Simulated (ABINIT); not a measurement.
## A GW chain in ABINIT: BAs (F-43m)

How does a plane-wave GW calculation on BAs (F-43m) run from the first input to the gap?

Main program and level: ABINIT 10.8.3; PBE and many-body steps on it, plane waves.

**Experimental background.**

- Gap 1.82 eV: indirect optical gap from absorption edge; UV-visible absorption; 300 K; bulk crystal (single crystal grown by chemical vapor transport) (“Basic Physical Properties of Cubic Boron Arsenide”, 2019, arxiv:1911.11281).

- Gap 4.12 eV: direct gap from square of absorption coefficient, average of two samples; spectroscopic ellipsometry; 300 K; bulk crystal (CVT-grown opaque bulk crystals) (“Optical properties of cubic boron arsenide”, 2019, arxiv:1911.04914).

- Gap 2.02 eV: indirect gap from square root of absorption coefficient, average of three samples; transmission and reflection spectroscopy; 300 K; bulk crystal (CVT-grown platelets about 10 um thick) (“Optical properties of cubic boron arsenide”, 2019, arxiv:1911.04914).

## Step 1: The structure

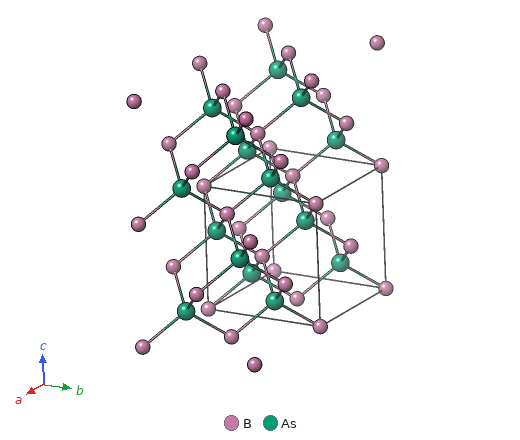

The cell as given, slightly off an axis (boron pink, arsenic teal). 2×1×2 cells are drawn. This picture shows the conventional cell, with its axes. Bonds to atoms that aren't drawn are left out. Some periodic images of atoms are drawn too.

The cell and positions come from the Crystallography Open Database and are kept as given unless a step says otherwise.

## Step 2: Ground state

This step: ABINIT 10.8.3; DFT, PBE, plane waves, norm-conserving pseudopotentials.

The ground-state density comes first.

Contents of run.abi:

```
acell 3*1.0 Angstrom
rprim 
  -0.000000000000 2.388500000000 2.388500000000
  2.388500000000 -0.000000000000 2.388500000000
  2.388500000000 2.388500000000 -0.000000000000
ntypat 2
znucl 5 33
natom 2
typat 1 2
xred 
  0.000000000000 0.000000000000 0.000000000000
  0.250000000000 0.250000000000 0.250000000000
pp_dirpath "pseudos"
pseudos "B.upf, As.upf"
ecut 44
ngkpt 8 8 8
nshiftk 1
shiftk 0 0 0
kptopt 1
chksymbreak 0
nband 18
occopt 1
tolvrs 1e-10
nstep 60
prtwf 0
optforces 0
optstress 0
indata_prefix "in"
outdata_prefix "out"
tmpdata_prefix "tmp"
```

Command:

```bash
$ OMP_NUM_THREADS=1 mpirun -n 4 abinit run.abi > log
```

Numbers of over 12 decimals in the logs are rounded to 6 here.

The log of the run:

```text
.Version 10.8.3 of ABINIT. v10.8.2 released Aug 2026.

 Symmetries : space group F-4 3 m (#216); Bravais cF (face-center cubic)
================================================================================
 Values of the parameters that define the memory need of the present run
     intxc =       0    ionmov =       0      iscf =       7    lmnmax =       6
     lnmax =       6     mgfft =      40  mpssoang =       3    mqgrid =    3001
     natom =       2  nloc_mem =       1    nspden =       1   nspinor =       1
    nsppol =       1      nsym =      24    n1xccc =    2501    ntypat =       2
    occopt =       1   xclevel =       2
-    mband =          18        mffmem =           1         mkmem =           8
       mpw =        2601          nfft =       64000          nkpt =          29
================================================================================
  Rough estimation (10% accuracy) of disk space for files :
================================================================================

--------------------------------------------------------------------------------
------------- Echo of variables that govern the present computation ------------
--------------------------------------------------------------------------------
 -outvars: echo values of preprocessed input variables --------
            acell      1.8897261259E+00  1.8897261259E+00  1.8897261259E+00 Bohr

      chksymbreak           0
             ecut      4.40000000E+01 Hartree
-          fftalg         312

              ixc     -101130
              kpt      0.00000000E+00  0.00000000E+00  0.00000000E+00
                       1.25000000E-01  0.00000000E+00  0.00000000E+00
                       2.50000000E-01  0.00000000E+00  0.00000000E+00
                       3.75000000E-01  0.00000000E+00  0.00000000E+00
                       5.00000000E-01  0.00000000E+00  0.00000000E+00
                       1.25000000E-01  1.25000000E-01  0.00000000E+00
                       2.50000000E-01  1.25000000E-01  0.00000000E+00
                       3.75000000E-01  1.25000000E-01  0.00000000E+00
                       5.00000000E-01  1.25000000E-01  0.00000000E+00
   [... 18 further rows ...]
                      -3.75000000E-01  5.00000000E-01  1.25000000E-01
                      -2.50000000E-01  5.00000000E-01  2.50000000E-01
         kptrlatt        8    0    0      0    8    0      0    0    8
          kptrlen      5.10656775E+01
P           mkmem           8
            natom           2
            nband          18
            ngfft          40      40      40
             nkpt          29
            nstep          60
             nsym          24
           ntypat           2
              occ      2.000000  2.000000  2.000000  2.000000  2.000000  2.000000
                       2.000000  2.000000  2.000000  2.000000  2.000000  2.000000
                       2.000000  0.000000  0.000000  0.000000  0.000000  0.000000
        optforces           0
        optstress           0
            prtwf           0
            rprim     -0.0000000000E+00  2.3885000000E+00  2.3885000000E+00
[...]
spgroup         216

           tolvrs      1.00000000E-10

             xred      0.0000000000E+00  0.0000000000E+00  0.0000000000E+00
[...]
znucl        5.00000   33.00000

================================================================================

 chkinp: Checking input parameters for consistency.

================================================================================
== DATASET  1 ==================================================================
-   mpi_nproc: 4, omp_nthreads: 1 (-1 if OMP is not activated)

--- !DatasetInfo
iteration_state: {dtset: 1, }
dimensions: {natom: 2, nkpt: 29, mband: 18, nsppol: 1, nspinor: 1, nspden: 1, mpw: 2601, }
cutoff_energies: {ecut:  44.0, pawecutdg:  -1.0, }
electrons: {nelect:   2.60000000E+01, charge:   0.00000000E+00, occopt:   1.00000000E+00, tsmear:   1.00000000E-02, }

 Real(R)+Recip(G) space primitive vectors, cartesian coordinates (Bohr,Bohr^-1):
 R(1)=  0.0000000  4.5136109  4.5136109  G(1)= -0.1107761  0.1107761  0.1107761
 R(2)=  4.5136109  0.0000000  4.5136109  G(2)=  0.1107761 -0.1107761  0.1107761
 R(3)=  4.5136109  4.5136109  0.0000000  G(3)=  0.1107761  0.1107761 -0.1107761
 Unit cell volume ucvol=  1.8390873E+02 bohr^3
 Angles (23,13,12)=  6.00000000E+01  6.00000000E+01  6.00000000E+01 degrees

 getcut: wavevector=  0.0000  0.0000  0.0000  ngfft=  40  40  40
         ecut(hartree)=     44.000   => boxcut(ratio)=   2.09860

--- Pseudopotential description ------------------------------------------------
- B Generated using ONCVPSP code by D. R. Hamann
-  5.00000   3.00000  171031                  znucl, zion, pspdat
12 -101130 1 -1 1534                          pspcod,pspxc,lmax,lloc,mmax
     nproj     2     2     0
  pspatm : epsatm=    3.38844616
         --- l  ekb(1:nproj) -->
[...]
pspatm: atomic psp has been read  and splines computed

- As Generated using ONCVPSP code by D. R. Hamann
- 33.00000  23.00000  171031                  znucl, zion, pspdat
12 -101130 2 -1 1358                          pspcod,pspxc,lmax,lloc,mmax
     nproj     2     2     2
  pspatm : epsatm=   24.77333152
         --- l  ekb(1:nproj) -->
[...]
2  -10.105298   -4.355719
 pspatm: atomic psp has been read  and splines computed

   7.32206220E+02                                ecore*ucvol(ha*bohr**3)
--------------------------------------------------------------------------------

_setup2: Arith. and geom. avg. npw (full set) are    2564.154    2564.133

================================================================================

--- !BeginCycle
iteration_state: {dtset: 1, }
solver: {iscf: 7, nstep: 60, nline: 4, wfoptalg: 0, }
tolerances: {tolvrs: 1.00E-10, }

     iter   Etot(hartree)      deltaE(h)  residm     vres2
 ETOT  1  -307.28277226239    -3.073E+02 1.451E+00 2.107E+02
 ETOT  2  -308.18137084335    -8.986E-01 4.681E-02 9.286E+01
 ETOT  3  -308.19264815402    -1.128E-02 4.179E-02 1.329E+00
 ETOT  4  -308.19277605002    -1.279E-04 1.708E-03 3.985E-02
 ETOT  5  -308.19279338962    -1.734E-05 7.103E-05 1.145E-02
 ETOT  6  -308.19279455617    -1.167E-06 1.440E-04 2.116E-04
 ETOT  7  -308.19279456963    -1.345E-08 1.289E-05 4.646E-06
 ETOT  8  -308.19279456994    -3.171E-10 2.002E-05 4.544E-08
 ETOT  9  -308.19279456993     1.518E-11 1.139E-05 1.993E-09
 ETOT 10  -308.19279456992     1.432E-11 1.824E-05 2.264E-11

 At SCF step   10       vres2   =  2.26E-11 < tolvrs=  1.00E-10 =>converged.

--- !ResultsGS
iteration_state: {dtset: 1, }
comment   : Summary of ground state results
lattice_vectors:
- [ -0.0000000,   4.5136109,   4.5136109, ]
- [  4.5136109,  -0.0000000,   4.5136109, ]
- [  4.5136109,   4.5136109,  -0.0000000, ]
lattice_lengths: [   6.38321,    6.38321,    6.38321, ]
lattice_angles: [ 60.000,  60.000,  60.000, ] # degrees, (23, 13, 12)
lattice_volume:   1.8390873E+02
convergence: {deltae:  1.432E-11, res2:  2.264E-11, residm:  1.824E-05, diffor:  0.000E+00, }
etotal    :  -3.08192795E+02
entropy   :   0.00000000E+00
fermie    :   2.93949411E-01
cartesian_stress_tensor: null
pressure_GPa: null
xred      :
- [  0.0000E+00,   0.0000E+00,   0.0000E+00,  B]
- [  2.5000E-01,   2.5000E-01,   2.5000E-01, As]
cartesian_forces: null
force_length_stats: {min: null, max: null, mean: null, }

 Integrated electronic density in atomic spheres:
 ------------------------------------------------
 Atom  Sphere_radius  Integrated_density
    1        2.00000          2.57184315
    2        2.00000         20.47813491
================================================================================

 ----iterations are completed or convergence reached----

 Mean square residual over all n,k,spin=   60.034E-09; max=  18.236E-06
 reduced coordinates (array xred) for    2 atoms
       0.000000000000      0.000000000000      0.000000000000
       0.250000000000      0.250000000000      0.250000000000
 rms dE/dt=  0.0000E+00; max dE/dt=  0.0000E+00; dE/dt below (all hartree)
    1       0.000000000000      0.000000000000      0.000000000000
    2       0.000000000000      0.000000000000      0.000000000000

 cartesian coordinates (angstrom) at end:
    1      0.000000     0.000000     0.000000
    2      1.194250     1.194250     1.194250
 length scales=  1.889726125908  1.889726125908  1.889726125908 bohr
              =  1.000000000000  1.000000000000  1.000000000000 angstroms
 prteigrs : about to open file out_EIG
 Fermi (or HOMO) energy (hartree) =   0.29395   Average Vxc (hartree)=  -0.41185
 Eigenvalues (hartree) for nkpt=  29  k points:
 kpt#   1, nband= 18, wtk=  0.00195, kpt=  0.0000  0.0000  0.0000 (reduced coord)
  -6.52474   -4.44262   -4.44262   -4.44262   -1.02470   -1.02470   -1.02470   -1.02395
  -1.02395   -0.27205    0.29395    0.29395    0.29395    0.41483    0.41483    0.41483
   0.46596    0.64661
 prteigrs : prtvol=0 or 1, do not print more k-points.

--- !EnergyTerms
iteration_state     : {dtset: 1, }
comment             : Components of total free energy in Hartree
kinetic             :  1.38353924928963E+02
hartree             :  1.24507800013425E+02
xc                  : -2.89029142097494E+01
Ewald energy        : -1.42752833839720E+02
psp_core            :  3.98135661095920E+00
local_psp           : -3.25924045357233E+02
non_local_psp       : -7.74560827165594E+01
total_energy        : -3.08192794569915E+02
total_energy_eV     : -8.38635317127023E+03
band_energy         : -4.95260199424559E+01

== END DATASET(S) ==============================================================
================================================================================

 -outvars: echo values of variables after computation  --------
           etotal     -3.0819279457E+02
            nband          18
             nkpt          29
          spgroup         216
 [... the other variables as echoed above ...]

 Calculation completed.
```

It took 16 s on 4 MPI ranks of Arm Neoverse V1, shared host; peak memory 0.3 GiB; 63 s of CPU time.

Numbers from this step:

```yaml
total_energy: -8386.3532 eV
gap: 1.208 eV
k_of_the_valence_top: 0, 0, 0
k_of_the_conduction_bottom: 0.375, 0.375, 0
least_direct_gap: 3.289 eV
```

The gap is indirect, with the least direct gap 2.08 eV higher.

[end of part 1 of 3]

[Paths, hosts, dates, memory and timing lines, banners, echoed tables and standing remarks are left out of the program output.]

[Logs are printed without paths, hosts, clocks, repeated set-up lines and the standing remarks that a program may print on its own settings, such as how far it seeks lower states.]

[Runs of the session that timed out or met a known fault of the program may be left out.]

[Hosts, paths, dates, database ids (printed as entryN), source tags and the programs' standing remarks are cut or masked in the printed files.]

[G0W0 gaps are taken among the corrected bands and points alone; a level outside them can change the order at an edge.]

[Where Ansatz stands beside ABINIT at settings called matched, ABINIT's density can come from a denser mesh and the files from another edition; pairs whose starting gaps differed by over 0.03 eV were left out, so agreement reads better than it is.]
